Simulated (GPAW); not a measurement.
# Near-edge structure at the Rh L₃ edge of YRh (Pm-3m), part 2 of 3

What does one-electron theory with a core hole give for the Rh L₃ edge of YRh (Pm-3m)?

GPAW 26.7.0; X-ray absorption from dipole matrix elements to empty bands, plane-wave PAW LDA.

So far. Step 2 (The field without a hole): The mesh shows a gap of only 0.04 eV, so the system is treated as a metal and the core electron is put at the Fermi level (neutral cell). Step 3 (Spectrum without a core hole, Rh atom 1): Main maxima below 30 eV (height): 1.6 eV (2.32), 4.8 eV (1.30), 12.8 eV (1.09), 21.6 eV (0.79) and 29.8 eV (0.78). At an L edge the dipole rule selects empty d (and weakly s) states on the absorber, and the strong line at the onset measures the empty part of its d band.

## (5) Spectrum with XCH, Rh atom 1

The holes are 5.9 Å apart. In GPAW the data set carries the hole's charge, so charge=0 means a charged cell and charge=-1 a neutral one. The excited electron is kept in the cell, where it fills the lowest empty states and screens the hole. After the field has converged, empty bands are computed with the density fixed and the dipole matrix elements are summed.

Contents of xas.py:

```python
import numpy as np
from ase import Atoms
from ase.parallel import parprint, paropen
from gpaw import GPAW, PW, FermiDirac, Mixer, MixerDif, setup_paths
from gpaw.test import gen
setup_paths.insert(0, '.')
gen('Rh', name='fch2p', xcname='LDA', corehole=(2, 1, 1), write_xml=True)
from gpaw.mpi import world
world.barrier()

atoms = Atoms('Rh4Y4',
    cell=[[3.407, 3.407, 3.407],
     [-3.407, 3.407, -3.407],
     [-3.407, -3.407, 3.407]],
    scaled_positions=[[0, 0, 0],
     [0, 0.5, 0.5],
     [0.5, 0, 0.5],
     [0.5, 0.5, 0],
     [0.5, 0, 0],
     [0.5, 0.5, 0.5],
     [0, 0, 0.5],
     [0, 0.5, 0]],
    pbc=True)
atoms.calc = calc = GPAW(legacy_gpaw=True, mode=PW(430, force_complex_dtype=True), xc='LDA', setups={0: 'fch2p'},
    kpts={'size': (5, 5, 5), 'gamma': True}, occupations=FermiDirac(0.1),
    charge=-1, mixer=Mixer(0.1, 5, 50), maxiter=150,
    convergence={'density': 0.0001, 'eigenstates': 1e-6}, txt='scf.txt')
energy = atoms.get_potential_energy() + calc.get_reference_energy()
ef = calc.get_fermi_level()
out = dict(energy=energy, fermi=ef, forces=atoms.get_forces().tolist())
parprint(f'all-electron energy {energy:.4f} eV, Fermi level {ef:.4f} eV')
ev = np.array([[calc.get_eigenvalues(k, s) for k in range(len(calc.get_ibz_k_points()))] for s in range(calc.get_number_of_spins())])
out['homo'], out['lumo'], out['counts'] = ev[ev < ef].max(), ev[ev > ef].min(), sorted(set((ev < ef).sum((0, 2)).tolist()))
out['filled'] = (ev[:, 0] < ef).sum(1).tolist()

from ase.units import Ha
from gpaw.xas import dipole_matrix_elements
nb = int(calc.get_number_of_electrons() / 2) + 137
top, nb = nb, nb + 8 + nb // 12
nscf = calc.fixed_density(kpts={'size': (6, 6, 6), 'gamma': True}, nbands=nb,
    convergence={'bands': top, 'eigenstates': 5e-3}, maxiter=60, txt='nscf.txt')
cell = atoms.cell.array
ops = [cell.T @ U.T @ np.linalg.inv(cell.T) for U in nscf.wfs.kd.symmetry.op_scc]
E = np.arange(-6, 34, 0.1)
fwhm = np.interp(E, [4, 25], [2.13, 3.5])
Y, X, zero, highest = 0, 0, 1e9, 1e9
for spin in range(nscf.get_number_of_spins()):
    wfs = nscf.wfs
    mine = wfs.bd.get_slice()  # this rank's bands
    A = dipole_matrix_elements(wfs.setups[0])
    eps = np.zeros((wfs.kd.nibzkpts, nb))
    d = np.zeros((3, A.shape[1], wfs.kd.nibzkpts, nb), complex)
    for kpt in wfs.kpt_u:
        if kpt.s == spin and 0 in kpt.P_ani:
            eps[kpt.k, mine] = kpt.eps_n * Ha
            d[:, :, kpt.k, mine] = (kpt.weight * wfs.nspins / 2) ** 0.5 * np.inner(A, kpt.P_ani[0])
    world.sum(eps)
    world.sum(d)
    T = np.einsum('amkn,bmkn->abkn', d, d.conj()).real
    T = sum(np.einsum('ai,ijkn,bj->abkn', R, T, R) for R in ops) / len(ops)
    empty = eps > ef
    zero, highest = min(zero, eps[empty].min()), min(highest, eps[:, top - 1].min())
    lines = [(eps, T, empty)] if spin == 0 else lines + [(eps, T, empty)]
for eps, T, empty in lines:
    f = np.einsum('aakn->akn', T).reshape(3, -1)
    x = eps.ravel() - zero
    w = np.interp(x, E, fwhm) / 2.35482
    g = np.exp(-0.5 * ((E[:, None] - x) / w) ** 2) / (w * (2 * np.pi) ** 0.5)
    Y = Y + (f * empty.ravel()) @ g.T
    X = X + (f * ~empty.ravel()) @ g.T
out.update(E=E.round(2).tolist(), xas=Y.tolist(), xes=X.tolist(), zero=zero, valid=highest - zero, nk=len(eps), nb=nb)
for i in range(0, len(E), 10):
    parprint(f'{E[i]:7.2f}', *(f'{v:10.3e}' for v in Y[:, i]))
import json
with paropen('out.json', 'w') as f:
    json.dump(out, f)
```

Started as:

```bash
OMP_NUM_THREADS=1 mpirun -n 4 gpaw python xas.py
```

Numbers of over 12 decimals in the logs are rounded to 6 here.

The log of the run:

```text
Input parameters:
  charge: -1
  convergence: {density: 0.0001,
                eigenstates: 1e-06}
  kpts: {gamma: True,
         size: (5, 5, 5)}
  maxiter: 150
  mixer: {backend: pulay,
          beta: 0.1,
          method: separate,
          nmaxold: 5,
          weight: 50}
  mode: {ecut: 430.0,
         force_complex_dtype: True,
         name: pw}
  occupations: {fixmagmom: False,
                name: fermi-dirac,
                width: 0.1}
  setups: {0: fch2p}

Initialize ...

[... PAW data sets ...]

Reference energy: -884939.017655  # eV

Spin-paired calculation

[... convergence settings ...]
Symmetries present (total): 48
  [... symmetry matrices ...]

125 k-points: 5 x 5 x 5 Monkhorst-Pack grid
10 k-points in the irreducible part of the Brillouin zone
       k-points in crystal coordinates                weights
   0:     0.00000000    0.00000000    0.00000000          1/125
   1:     0.20000000    0.00000000    0.00000000         12/125
   2:     0.20000000    0.20000000   -0.20000000          6/125
   3:     0.40000000    0.00000000   -0.20000000         24/125
   4:     0.40000000    0.00000000    0.00000000         12/125
   5:     0.40000000    0.20000000   -0.20000000         24/125
   6:     0.40000000    0.20000000    0.20000000          8/125
   7:     0.40000000    0.40000000   -0.40000000          6/125
   8:     0.40000000    0.40000000    0.20000000         24/125
   9:     0.40000000    0.40000000    0.40000000          8/125

Wave functions: Plane wave expansion
  Cutoff energy: 430.000 eV
  Number of coefficients (min, max): 3151, 3232
  Pulay-stress correction: 0.000000 eV/Ang^3 (de/decut=0.000000)
  Using FFTW library
  Wavefunction extrapolation:
    Improved wavefunction reuse through dual PAW basis

Occupation numbers: Fermi-Dirac:
  width: 0.1000  # eV

Eigensolver
   Davidson(niter=2)

Densities:
  Coarse grid: 30*30*30 grid
  Fine grid: 60*60*60 grid
  Total Charge: 0.000000

Density mixing:
  Method: separate
  Backend: pulay
  Linear mixing parameter: 0.1
  old densities: 5
  Width of damping distribution: 1.1
  Damping of long wavelength oscillations: 50

[... Hamiltonian set-up ...]
Number of atoms: 8
Number of atomic orbitals: 100
Number of bands in calculation: 67
Number of valence electrons: 105
Bands to converge: occupied

... initialized

Initializing position-dependent things.

Density initialized from atomic densities
Creating initial wave functions:
  67 bands from LCAO basis set

                Rh
              Y       Y
                   Rh
           Y
        Rh      Rh
              Y

Atomic positions and initial magnetic moments

Positions:
   0 Rh     0.000000    0.000000    0.000000    ( 0.0000,  0.0000,  0.0000)
   1 Rh    -3.407000    0.000000    0.000000    ( 0.0000,  0.0000,  0.0000)
   2 Rh     0.000000    0.000000    3.407000    ( 0.0000,  0.0000,  0.0000)
   3 Rh     0.000000    3.407000    0.000000    ( 0.0000,  0.0000,  0.0000)
   4 Y      1.703500    1.703500    1.703500    ( 0.0000,  0.0000,  0.0000)
   5 Y     -1.703500    1.703500    1.703500    ( 0.0000,  0.0000,  0.0000)
   6 Y     -1.703500   -1.703500    1.703500    ( 0.0000,  0.0000,  0.0000)
   7 Y     -1.703500    1.703500   -1.703500    ( 0.0000,  0.0000,  0.0000)

Unit cell:
           periodic     x           y           z      points  spacing
  1. axis:    yes    3.407000    3.407000    3.407000    30     0.1606
  2. axis:    yes   -3.407000    3.407000   -3.407000    30     0.1606
  3. axis:    yes   -3.407000   -3.407000    3.407000    30     0.1606

  Lengths:   5.901097   5.901097   5.901097
  Angles:  109.471221 109.471221 109.471221

Effective grid spacing dv^(1/3) = 0.1803

iter:   1   -80.745454
iter:   2   -74.857029   -0.72  -1.26
iter:   3   -73.718437   -1.08  -1.42
iter:   4   -72.900579   -1.31  -1.53
iter:   5   -72.853945   -1.97  -1.85
iter:   6   -72.789160   -2.67  -2.11
iter:   7   -73.031177   -1.94  -2.22
iter:   8   -72.814302   -1.86  -2.03
iter:   9   -72.802744   -3.13  -2.61
iter:  10   -72.801523c  -4.09  -3.18
iter:  11   -72.801620c  -4.61  -3.30
iter:  12   -72.801347c  -4.59  -3.58
iter:  13   -72.801290c  -5.73  -3.79
iter:  14   -72.801293c  -6.20c -4.20c

Converged after 14 iterations.

Dipole moment: (-0.000000, 0.000000, 0.000000) |e|*Ang

Energy contributions relative to reference atoms: (reference = -884939.017655)

Kinetic:        +23.198848
Potential:      -26.114193
External:        +0.000000
XC:             -68.125646
Entropy (-ST):   -0.151909
Local:           -1.684349
SIC:             +0.000000
--------------------------
Free energy:    -72.877248
Extrapolated:   -72.801293

Showing only first 2 kpts
 Kpt  Band  Eigenvalues  Occupancy
  0    50      9.27457    0.88505
  0    51      9.38261    0.42453
  0    52     10.90703    0.00000
  0    53     10.90703    0.00000

  1    50      9.04139    1.78198
  1    51      9.19999    1.25192
  1    52     10.06928    0.00056
[...]
Fermi level: 9.25148

No gap
No difference between direct/indirect transitions

Forces in eV/Ang:
  0 Rh    0.00000    0.00000   -0.00000
  1 Rh   -0.00000   -0.00000   -0.00000
  2 Rh    0.00000   -0.00000    0.00000
  3 Rh    0.00000    0.00000    0.00000
  4 Y     0.00000   -0.00000    0.00000
  5 Y     0.00000    0.00000   -0.00000
  6 Y    -0.00000   -0.00000    0.00000
  7 Y    -0.00000   -0.00000    0.00000
Scalar-relativistic atomic LDA calculation for Rh (Rhodium, Z=45)
Core hole in 2p state (2p occupation: 5.0)
750 radial gridpoints.
|------------------------------------------------|
|------------------------------------------------|
[... the atom generator's iteration count ...]

Energy contributions:
-------------------------
Kinetic:    +4829.239811
XC:          -129.207039
Potential:  -9365.729740
-------------------------
Total:      -4665.696968

state      eigenvalue         ekin         rmax
-----------------------------------------------
1s^2.0 :  -851.346455  1072.340614        0.021
2s^2.0 :  -126.463466   222.705044        0.119
2p^5.0 :  -114.348975   213.559056        0.095
3s^2.0 :   -23.369923    61.924213        0.347
3p^6.0 :   -19.267692    57.849813        0.339
3d^10.0:   -12.655616    52.867088        0.282
4s^2.0 :    -3.613798    15.570894        0.860
4p^6.0 :    -2.410246    12.987048        0.913
4d^8.0 :    -0.678612     7.590810        1.071
5s^1.0 :    -0.461536     1.944474        2.392
5p^0.0 :    -0.271405     1.182496        2.971
-----------------------------------------------
(units: Bohr and Hartree)

Generating PAW setup
Kinetic energy of the core from tauc = 4796.932611663396
Cutoffs:
rc(s)=2.400
rc(p)=2.610
rc(d)=2.350
rc(vbar)=2.390
rc(comp)=2.290
rc(nct)=2.610

Kinetic energy of the core states: 4688.646565
Charge: 1.0
Core electrons: 29.0
Valence electrons: 15.0
Pseudo-core charge: 0.067143
Shape function alpha=1.907
Pseudo-electron charge 4.859126
state    eigenvalue         norm
--------------------------------
5s(1) :    -0.461536     1.051040
*s    :     0.538464
4p(6) :    -2.410246     0.093440
5p(0) :    -0.271405     1.009516
4d(8) :    -0.678612     0.397538
*d    :     0.321388
--------------------------------

Diagonalizing with gridspacing h=0.050

state   all-electron     PAW
-------------------------------
5s:      -0.461536    -0.461784
4p:      -2.410246    -2.410403
4d:      -0.678612    -0.679454
*f:                   -0.022353
-------------------------------
all-electron energy -885011.8189 eV, Fermi level 9.2515 eV
[...]
31.00  4.998e-06  4.998e-06  4.998e-06
  32.00  4.871e-06  4.871e-06  4.871e-06
  33.00  4.987e-06  4.987e-06  4.987e-06
```

Run time: 61 s. Hardware: 4 MPI ranks of Intel Xeon Platinum 8488C (Sapphire Rapids), shared host; peak memory 0.37 GiB; 4.1 min of CPU time.

The Rh L₃ spectrum, Rh atom 1, excited-electron core hole (neutral cell) (energy from the lowest empty level; intensity scaled to a mean of 1 over the first 20 eV):

```
E (eV)  intensity
  -2.0       0.02
  -0.5       0.55
   1.0       1.70
   2.5       1.43
   4.0       1.37
   5.5       1.02
   7.0       0.47
   8.5       0.52
  10.0       0.80
  11.5       1.18
  13.0       1.25
  14.5       0.91
  16.0       0.71
  17.5       0.82
  19.0       0.88
  20.5       0.91
  22.0       0.93
  23.5       0.86
  25.0       0.81
  26.5       0.79
  28.0       0.86
  29.5       0.92
  31.0       0.84
```

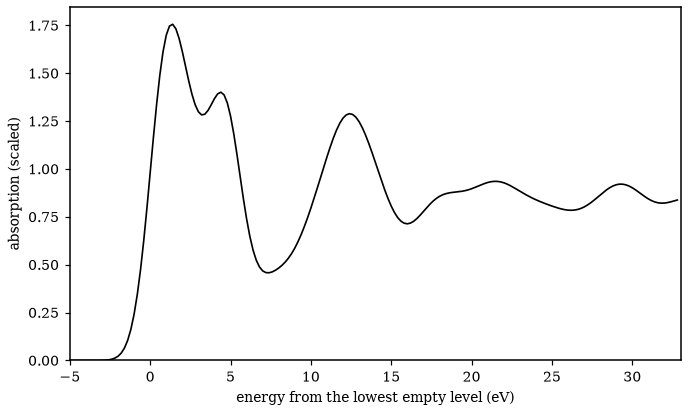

The Rh L₃ edge, Rh atom 1, excited-electron core hole (neutral cell): main maxima at 1.4, 4.4 and 12.4 eV.

Main maxima below 30 eV (height): 1.4 eV (1.76), 4.4 eV (1.40), 12.4 eV (1.29), 21.4 eV (0.94) and 29.2 eV (0.92). 

## (6) Spectrum with FCH, Rh atom 1

The holes are 5.9 Å apart. In GPAW the data set carries the hole's charge, so charge=0 means a charged cell and charge=-1 a neutral one. The excited electron is left out and a uniform background balances the charge. After the field has converged, empty bands are computed with the density fixed and the dipole matrix elements are summed.

Changed against the first core-hole run: core hole to FCH.

Changes to xas.py since step 5:

```diff
@@ -25,3 +25,3 @@
     kpts={'size': (5, 5, 5), 'gamma': True}, occupations=FermiDirac(0.1),
-    charge=-1, mixer=Mixer(0.1, 5, 50), maxiter=150,
+    charge=0, mixer=Mixer(0.1, 5, 50), maxiter=150,
     convergence={'density': 0.0001, 'eigenstates': 1e-6}, txt='scf.txt')
```

The log of the run:

```text
Input parameters:
  convergence: {density: 0.0001,
                eigenstates: 1e-06}
  kpts: {gamma: True,
         size: (5, 5, 5)}
  maxiter: 150
  mixer: {backend: pulay,
          beta: 0.1,
          method: separate,
          nmaxold: 5,
          weight: 50}
  mode: {ecut: 430.0,
         force_complex_dtype: True,
         name: pw}
  occupations: {fixmagmom: False,
                name: fermi-dirac,
[...]
*d    :     0.321388
--------------------------------

Diagonalizing with gridspacing h=0.050

state   all-electron     PAW
-------------------------------
5s:      -0.461536    -0.461784
4p:      -2.410246    -2.410403
4d:      -0.678612    -0.679454
*f:                   -0.022353
-------------------------------
all-electron energy -885020.9841 eV, Fermi level 9.0780 eV
[...]
32.00  4.870e-06  4.870e-06  4.870e-06
  33.00  4.975e-06  4.975e-06  4.975e-06
[key lines of the parts left out:]
Converged after 17 iterations.
Dipole moment: (-0.000000, 0.000000, -0.000000) |e|*Ang
Free energy:    -82.040209
Fermi level: 9.07798
```

The job ended after 60 s (4 MPI ranks; peak memory 0.36 GiB; 4 min of CPU time).

```csv
E (eV),first run,this run
-2.0,0.02,0.02
-1.0,0.24,0.25
0.0,0.98,0.98
1.0,1.70,1.70
2.0,1.61,1.68
3.0,1.30,1.32
4.0,1.37,1.32
5.0,1.28,1.32
6.0,0.74,0.83
7.0,0.47,0.48
8.0,0.48,0.46
9.0,0.59,0.55
10.0,0.80,0.74
11.0,1.06,1.00
12.0,1.27,1.22
13.0,1.25,1.25
14.0,1.04,1.08
15.0,0.81,0.84
16.0,0.71,0.71
17.0,0.78,0.75
18.0,0.86,0.84
19.0,0.88,0.87
20.0,0.90,0.89
21.0,0.93,0.92
22.0,0.93,0.93
23.0,0.88,0.89
24.0,0.84,0.84
25.0,0.81,0.81
26.0,0.79,0.78
27.0,0.80,0.79
28.0,0.86,0.85
29.0,0.92,0.91
30.0,0.90,0.90
31.0,0.84,0.85
32.0,0.82,0.82
```

The scaled spectrum changes by 3 % r.m.s. The highest intensity below 24 eV stays at 1.4 eV.

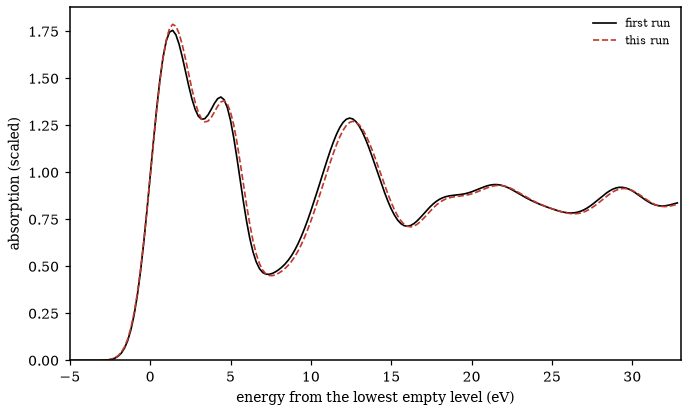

The effect of the change (core hole to FCH).

The photon energy of the zero moves by -0.01 eV.

## (7) Reference energy of the cell

The cell and mesh change for the next run, so it gets a reference energy of its own.

Contents of scf.py:

```python
import numpy as np
from ase import Atoms
from ase.parallel import parprint, paropen
from gpaw import GPAW, PW, FermiDirac, Mixer, MixerDif, setup_paths
from gpaw.test import gen
setup_paths.insert(0, '.')
gen('Rh', name='nch2p', xcname='LDA', corehole=(2, 1, 0), write_xml=True)
from gpaw.mpi import world
world.barrier()

atoms = Atoms('RhY',
    cell=[[3.407, 0, 0],
     [0, 3.407, 0],
     [0, 0, 3.407]],
    scaled_positions=[[0, 0, 0],
     [0.5, 0.5, 0.5]],
    pbc=True)
atoms.calc = calc = GPAW(legacy_gpaw=True, mode=PW(430, force_complex_dtype=True), xc='LDA', setups={0: 'nch2p'},
    kpts={'size': (7, 7, 7), 'gamma': True}, occupations=FermiDirac(0.1),
    charge=0, mixer=Mixer(0.1, 5, 50), maxiter=150,
    convergence={'density': 0.0001, 'eigenstates': 1e-6}, txt='scf.txt')
energy = atoms.get_potential_energy() + calc.get_reference_energy()
ef = calc.get_fermi_level()
out = dict(energy=energy, fermi=ef, forces=atoms.get_forces().tolist())
parprint(f'all-electron energy {energy:.4f} eV, Fermi level {ef:.4f} eV')
ev = np.array([[calc.get_eigenvalues(k, s) for k in range(len(calc.get_ibz_k_points()))] for s in range(calc.get_number_of_spins())])
out['homo'], out['lumo'], out['counts'] = ev[ev < ef].max(), ev[ev > ef].min(), sorted(set((ev < ef).sum((0, 2)).tolist()))
out['filled'] = (ev[:, 0] < ef).sum(1).tolist()
import json
with paropen('out.json', 'w') as f:
    json.dump(out, f)
```

Started as:

```bash
OMP_NUM_THREADS=1 mpirun -n 4 gpaw python scf.py
```

The log of the run:

```text
Input parameters:
  convergence: {density: 0.0001,
                eigenstates: 1e-06}
  kpts: {gamma: True,
         size: (7, 7, 7)}
  maxiter: 150
  mixer: {backend: pulay,
          beta: 0.1,
          method: separate,
          nmaxold: 5,
          weight: 50}
  mode: {ecut: 430.0,
         force_complex_dtype: True,
         name: pw}
  occupations: {fixmagmom: False,
                name: fermi-dirac,
[...]
*s    :     0.831624
4p(6) :    -1.857314     0.120652
5p(0) :    -0.035593     0.998302
4d(8) :    -0.225910     0.506540
*d    :     0.774090
--------------------------------

Diagonalizing with gridspacing h=0.050

state   all-electron     PAW
-------------------------------
5s:      -0.168376    -0.168508
4p:      -1.857314    -1.857524
4d:      -0.225910    -0.226752
*f:                    0.069742
-------------------------------
all-electron energy -222012.6879 eV, Fermi level 9.2069 eV
[key lines of the parts left out:]
Converged after 15 iterations.
Dipole moment: (-0.000000, -0.000000, -0.000000) |e|*Ang
Free energy:    -15.681282
Fermi level: 9.20688
```

Elapsed: 6.8 s, on 4 MPI ranks; peak memory 0.17 GiB; 26 s of CPU time.

[end of part 2 of 3]

[Banner, clock and machine lines of the logs are left out without a mark of their own.]

[Logs are printed without paths, hosts, clocks, repeated set-up lines and the standing remarks that a program may print on its own settings, such as how far it seeks lower states.]

[Hosts, paths, dates, database ids (printed as entryN), source tags and the programs' standing remarks are cut or masked in the printed files.]

[Lists of maxima count a maximum above −3 eV only where it reaches 4 % of the highest in the window and stands out from its surroundings by 2 % of it (1.5 % where it reaches 55 %); shoulders and weaker maxima are passed over, and of the rest the first, up to two pre-edge ones and the few strongest are named.]
